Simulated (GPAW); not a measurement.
Property calculation, with input and output: CH₂AlFO (part 1 of 2)

- system: CH₂AlFO, SMILES [F][Al]1[CH2][O]1
- method: PBE/dzp, scalar-relativistic datasets (GPAW 26.7.0)

The geometry comes from this level: GFN2-xTB.

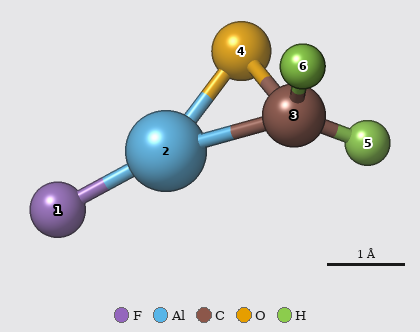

Figure 1. The input geometry (ball-and-stick view, seen at a tilt; atoms are numbered from 1 in the order of the input). Sticks mark near contacts.

**Input file (CH2AlFO.py)**
```python
import numpy as np
from ase import Atoms
from ase.units import Bohr, Debye
from gpaw import GPAW

# Atomic positions
positions_bohr = np.array(
              [[ -0.731570,  -4.890347,   1.256838],
               [ -0.448942,  -1.930809,   0.371067],
               [  0.696194,   1.439367,   0.011263],
               [ -1.669554,   0.346425,  -1.445508],
               [  2.081590,   2.035953,  -1.373340],
               [  0.072263,   2.999411,   1.179680]])
atoms = Atoms(["F", "Al", "C", "O", "H", "H"], positions=positions_bohr * Bohr)
atoms.center(vacuum=4.5)

# DFT calculator
calc = GPAW(mode="lcao", basis="dzp", h=0.18, xc="PBE", maxiter=150, txt="-")
atoms.calc = calc

energy = atoms.get_potential_energy()
print(f"Energy                  {energy:.5f} eV")
forces = atoms.get_forces()
print("Forces (eV/Ang)")
for symbol, f in zip(atoms.symbols, forces):
    print(f'{symbol:2} {f[0]:9.4f} {f[1]:9.4f} {f[2]:9.4f}')
dipole = atoms.get_dipole_moment() / Debye
print(f"Dipole = {np.linalg.norm(dipole):.3f} D")
homo, lumo = calc.get_homo_lumo()
print(f"HOMO: {homo:.3f} eV")
print(f"LUMO = {lumo:.3f} eV")
print(f"Gap = {lumo - homo:.3f} eV")
```

Machine: 1 thread of Arm Neoverse V2, 24 GiB of memory available, shared host.

Run as:
```bash
python CH2AlFO.py > CH2AlFO.log
```

**The program's output**
```
__  _  _
 | _ |_)|_||  |
 |__||  | ||/\| - 26.7.0

units:  Angstrom and eV
cores:  1
OpenMP: False

Versions:
  Python: 3.12.14
  ASE:    3.29.0
  Numpy:  2.5.5
  Scipy:  1.18.1
  Libxc:  7.0.0

        _gpaw.cpython-312-aarch64-linux-gnu.so

Input parameters:
  mode=LCAO(),
  basis={'default': 'dzp'},
  h=0.18,
  maxiter=150,
  xc=XC(name='PBE')
         .--------------------------.
        /|                          |
       / |                          |
      /  |                          |
     /   |                          |
    /    |                          |
   /     |                          |
  /      |                          |
 *       |          H               |
 |       |                          |
 |       |          C H             |
 |       |      FAl                 |
 |       |                          |
 |       .--------------------------.
 |      /                          /
 |     /                          /
 |    /                          /
 |   /                          /
 |  /                          /
 | /                          /
 |/                          /
 *--------------------------*

Atoms  # Å, Bohr magnetons
|   | symbol |        x |        y |        z |    initial magnetic moments |
|---|--------|----------|----------|----------|-----------------------------|
| 0 |      F | 4.996360 | 4.500000 | 5.930020 | ( 0.0000,  0.0000,  0.0000) |
| 1 |     Al | 5.145920 | 6.066120 | 5.461290 | ( 0.0000,  0.0000,  0.0000) |
| 2 |      C | 5.751900 | 7.849540 | 5.270890 | ( 0.0000,  0.0000,  0.0000) |
| 3 |      O | 4.500000 | 7.271180 | 4.500000 | ( 0.0000,  0.0000,  0.0000) |
| 4 |      H | 6.485020 | 8.165240 | 4.538190 | ( 0.0000,  0.0000,  0.0000) |
| 5 |      H | 5.421730 | 8.675080 | 5.889190 | ( 0.0000,  0.0000,  0.0000) |

Unit cell  # Å
| periodic |         x |         y |         z |   lengths |    angles |
|----------|-----------|-----------|-----------|-----------|-----------|
|       no | 10.985020 |  0.000000 |  0.000000 | 10.985020 | 90.000000 |
|       no |  0.000000 | 13.175080 |  0.000000 | 13.175080 | 90.000000 |
|       no |  0.000000 |  0.000000 | 10.430020 | 10.430020 | 90.000000 |

Number of symmetries: 1
Symmetry operations  # r_c * U_cc + t_c -> r_c
|   | kind |            matrix            |
|---|------|------------------------------|
| 0 |  E   |  1, 0, 0,  0, 1, 0,  0, 0, 1 |

BZ-sampling:
  Number of BZ points: 1
  Number of IBZ points: 1

  Monkhorst-Pack size: [1, 1, 1]
  Monkhorst-Pack shift: [0, 0, 0]

K-points  # in reciprocal-cell coordinates
|   |                                coordinates |     weight |
|---|--------------------------------------------|------------|
| 0 | (  0.00000000,   0.00000000,   0.00000000) | 1.00000000 |

basis functions: 62
Spin-components: 1 (collinear spins)
Bands:           18
Projectors:      26
Spin-degeneracy: 2
Datatype:        <class 'float'>

  Storage: CPU
  Wave functions: 8_928 bytes (8_928 per core)

Parallelization:
  kpt:    1
  domain: 1
  band:   1

Density:
  Valence electrons: 22.0
  Components: 1
  Grid points: [60 72 56]
  Charge: 0.0  # |e|

Potential:
  Grid points: [60 72 56]

species:
  F:
    name:    Fluorine
    Z:       9.0
    valence: 7
    core:    2
    charge:  0.0  # [|e|]
    file:    F.PBE.gz
    compensation charges:
      type: gauss
      rc: 0.20  # [Å]
      lmax: 2
    cutoffs:
      filter: 1.14  # [Å]
      core: 0.74  # [Å]
    projectors
    | kind |    occ | energy [eV] | rcut [Å] |
    |------|--------|-------------|----------|
    |   2s |  2.000 |     -29.898 |    0.635 |
    |   2p |  5.000 |     -11.110 |    0.635 |
    |    s |        |      -2.687 |    0.635 |
    |    p |        |      16.102 |    0.635 |
    |    d |        |       0.000 |    0.635 |

    LCAO basis set for F:
      Name: dzp
      File: F.dzp.basis.gz
      Number of radial functions: 5
      Number of spherical harmonics: 13
        l=0, rc=3.8594 Bohr: 2s-sz confined orbital
        l=1, rc=4.8750 Bohr: 2p-sz confined orbital
        l=0, rc=2.0156 Bohr: 2s-dz split-valence wave
        l=1, rc=2.6094 Bohr: 2p-dz split-valence wave
        l=2, rc=4.8750 Bohr: d-type Gaussian polarization
      Number of RI-basis functions 0

  Al:
    name:    Aluminium
    Z:       13.0
    valence: 3
    core:    10
    charge:  0.0  # [|e|]
    file:    Al.PBE.gz
    compensation charges:
      type: gauss
      rc: 0.34  # [Å]
      lmax: 2
    cutoffs:
      filter: 1.91  # [Å]
      core: 2.36  # [Å]
    projectors
    | kind |    occ | energy [eV] | rcut [Å] |
    |------|--------|-------------|----------|
    |   3s |  2.000 |      -7.753 |    1.085 |
    |   3p |  1.000 |      -2.712 |    1.085 |
    |    s |        |      19.459 |    1.085 |
    |    p |        |      24.499 |    1.085 |
    |    d |        |       0.000 |    1.085 |

    LCAO basis set for Al:
      Name: dzp
      File: Al.dzp.basis.gz
      Number of radial functions: 5
      Number of spherical harmonics: 13
        l=0, rc=7.8750 Bohr: 3s-sz confined orbital
        l=1, rc=10.4219 Bohr: 3p-sz confined orbital
        l=0, rc=4.6094 Bohr: 3s-dz split-valence wave
        l=1, rc=6.2812 Bohr: 3p-dz split-valence wave
        l=2, rc=10.4219 Bohr: d-type Gaussian polarization
      Number of RI-basis functions 0

  C:
    name:    Carbon
    Z:       6.0
    valence: 4
    core:    2
    charge:  0.0  # [|e|]
    file:    C.PBE.gz
    compensation charges:
      type: gauss
      rc: 0.20  # [Å]
      lmax: 2
    cutoffs:
      filter: 1.14  # [Å]
      core: 1.14  # [Å]
    projectors
    | kind |    occ | energy [eV] | rcut [Å] |
    |------|--------|-------------|----------|
    |   2s |  2.000 |     -13.751 |    0.635 |
    |   2p |  2.000 |      -5.284 |    0.635 |
    |    s |        |      13.461 |    0.635 |
    |    p |        |      21.927 |    0.635 |
    |    d |        |       0.000 |    0.635 |

    LCAO basis set for C:
      Name: dzp
      File: C.dzp.basis.gz
      Number of radial functions: 5
      Number of spherical harmonics: 13
        l=0, rc=5.5469 Bohr: 2s-sz confined orbital
        l=1, rc=6.6719 Bohr: 2p-sz confined orbital
        l=0, rc=3.0312 Bohr: 2s-dz split-valence wave
        l=1, rc=3.7500 Bohr: 2p-dz split-valence wave
        l=2, rc=6.6719 Bohr: d-type Gaussian polarization
      Number of RI-basis functions 0

  O:
    name:    Oxygen
    Z:       8.0
    valence: 6
    core:    2
    charge:  0.0  # [|e|]
    file:    O.PBE.gz
    compensation charges:
      type: gauss
      rc: 0.21  # [Å]
      lmax: 2
    cutoffs:
      filter: 1.17  # [Å]
      core: 0.83  # [Å]
    projectors
    | kind |    occ | energy [eV] | rcut [Å] |
    |------|--------|-------------|----------|
    |   2s |  2.000 |     -23.961 |    0.688 |
    |   2p |  4.000 |      -9.029 |    0.598 |
    |    s |        |       3.251 |    0.688 |
    |    p |        |      18.182 |    0.598 |
    |    d |        |       0.000 |    0.619 |

    LCAO basis set for O:
      Name: dzp
      File: O.dzp.basis.gz
      Number of radial functions: 5
      Number of spherical harmonics: 13
        l=0, rc=4.3438 Bohr: 2s-sz confined orbital
        l=1, rc=5.3906 Bohr: 2p-sz confined orbital
        l=0, rc=2.2969 Bohr: 2s-dz split-valence wave
        l=1, rc=2.8906 Bohr: 2p-dz split-valence wave
        l=2, rc=5.3906 Bohr: d-type Gaussian polarization
      Number of RI-basis functions 0

  H:
    name:    Hydrogen
    Z:       1.0
    valence: 1
    core:    0
    charge:  0.0  # [|e|]
    file:    H.PBE.gz
    compensation charges:
      type: gauss
      rc: 0.15  # [Å]
      lmax: 2
    cutoffs:
      filter: 0.85  # [Å]
      core: 0.53  # [Å]
    projectors
    | kind |    occ | energy [eV] | rcut [Å] |
    |------|--------|-------------|----------|
    |   1s |  1.000 |      -6.494 |    0.476 |
    |    s |        |      20.717 |    0.476 |
    |    p |        |       0.000 |    0.476 |

    LCAO basis set for H:
      Name: dzp
      File: H.dzp.basis.gz
      Number of radial functions: 3
      Number of spherical harmonics: 5
        l=0, rc=6.4219 Bohr: 1s-sz confined orbital
        l=0, rc=3.6094 Bohr: 1s-dz split-valence wave
        l=1, rc=6.4219 Bohr: p-type Gaussian polarization
      Number of RI-basis functions 0

Reference energy: -12410.964791  # eV

eigensolver:
  <gpaw.new.lcao.eigensolver.LCAOEigensolver object at 0xe812c43c6060>
density mixing:
  MSR1-Mixer
  Pratt-step length: 0.05
  Maximum mixing coefficient: 0.75
  Old densities: 10
  SVD Regularization: 0.005
  Good broyden scale: 1.0
  Trust region scale: 1.0
  Backstep threshold: 4.0
  History deletion threshold: 6.0
  Fourier metric: weight=20.0, sigma=0.015

occupation numbers:
  # Zero width

FastPoissonSolver using
    Stencil: 6*3+1=19 point O(h^6) finite-difference Laplacian
    FFT axes: []
    FST axes: [np.int64(2), np.int64(0), np.int64(1)]

xc functional:
  name: PBE with 2 nearest neighbor stencil
interpolation: tri-quintic # 5. degree polynomial

         .--------------------------.
        /|                          |
       / |                          |
      /  |                          |
     /   |                          |
    /    |                          |
   /     |                          |
  /      |                          |
 *       |          H               |
 |       |                          |
 |       |          C H             |
 |       |      FAl                 |
 |       |                          |
 |       .--------------------------.
 |      /                          /
 |     /                          /
 |    /                          /
 |   /                          /
 |  /                          /
 | /                          /
 |/                          /
 *--------------------------*
```
